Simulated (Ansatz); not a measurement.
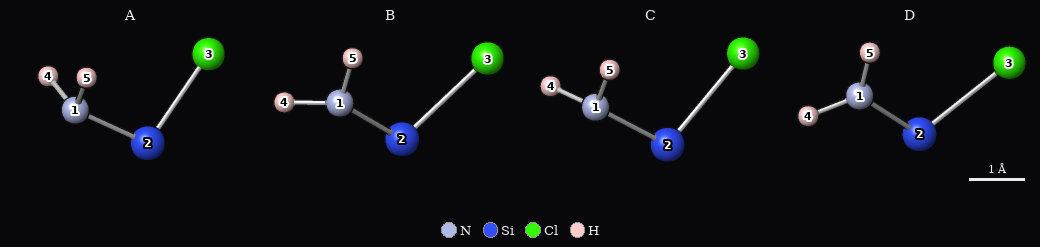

4 geometries from one relaxation of SiNH₂Cl, in shuffled order. A ball-and-stick model, seen at a tilt.

The run prepares the start of a later molecular dynamics calculation, from a guessed geometry.

Computed with RKS revPBE-D4/6-31G* in Ansatz. (no spin polarisation; force threshold 0.02 eV/Å; at most 40 steps)

> Order the frames from highest to lowest energy.

A, C, B, D. They are steps 0, 3, 5, 9, at +113.0 kJ/mol, +64.6 kJ/mol, +19.1 kJ/mol relative to the last. The energy falls by 113.0 kJ/mol in 9 geometry steps. The largest force component goes from 3.6 to 0.017 eV/Å. H4 moves most after the best rigid fit: 1.00 Å. By element the largest moves are H 1.00 Å, Cl 0.56 Å, Si 0.56 Å, N 0.30 Å. Near-neighbour distances that change, for instance: Si2–Cl3 2.052 → 2.146 Å, N1–Si2 1.654 → 1.735 Å, N1–H4 0.991 → 1.023 Å, N1–H5 1.013 → 1.023 Å. Among the angles between lasting bonds that change: Si2–N1–H5 114.3° → 126.3°, H4–N1–H5 101.5° → 112.5°, Si2–N1–H4 111.1° → 121.1°. The run took 8.8 s on 1 thread of AMD EPYC 7R43 64-Core Processor (Zen 3), on a shared host, peak memory 0.13 GiB.
